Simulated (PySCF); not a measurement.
The calculation's input:

```
{"job": {"kind": "uv", "xc": "PBE0", "basis": "def2-SVPD", "nstates": 8, "ntriplets": 3}, "charge": 0, "multiplicity": 1}
Si    -1.541742     1.871994     0.127077
Si    -1.026241    -0.295785    -0.587961
P     -2.139805    -1.701142     0.788287
Si     1.216819    -0.934875    -0.832529
C      2.262227     0.149965     0.357166
Cl     1.985373     1.869260    -0.050192
H     -2.986779     2.100246     0.216240
H     -0.997593     2.854733    -0.807325
H     -0.990686     2.141294     1.457293
H     -1.687855    -0.592774    -1.878007
H     -1.241543    -1.585322     1.832900
H     -1.530872    -2.851645     0.327879
H      1.782619    -0.707829    -2.166323
H      1.568141    -2.317574    -0.462383
H      1.989702     0.031888     1.403507
H      3.330636    -0.023490     0.262960
```

Run with:

```sh
OMP_NUM_THREADS=1 python probes_run.py task.json out
```

Geometry: GFN2-xTB.

All numbers below come from PBE0/def2-SVPD, SCF density, gas phase (PySCF).

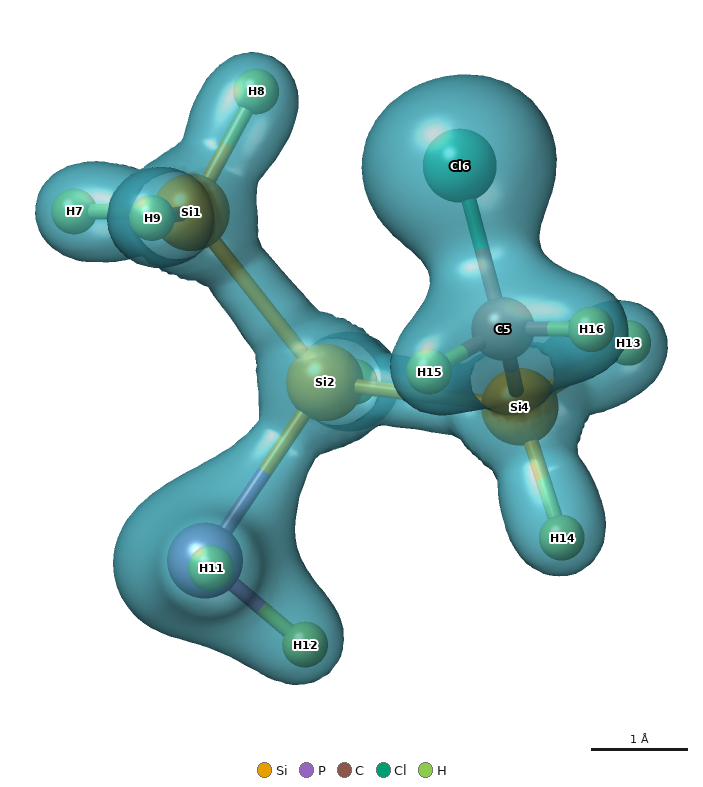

CH10ClPSi3. Isosurface of the electron density at 0.5 e/Å³ (cyan), seen at a tilt.

What does this surface tell about the bonding?

Answer. At this value the surface is in one piece. It bridges the sampled C–Cl (1.79 Å), C–Si (1.92 Å), Si–P (2.26 Å) and Si–Si (2.34 Å) contacts, where the density stays above the isovalue. On the grid the lowest density along these lines, outside the cores, is 1.2 e/Å³ (C–Cl, 1.79 Å), 0.73 e/Å³ (C–Si, 1.92 Å), 0.6 e/Å³ (Si–P, 2.26 Å) and 0.61 e/Å³ (Si–Si, 2.34 Å).
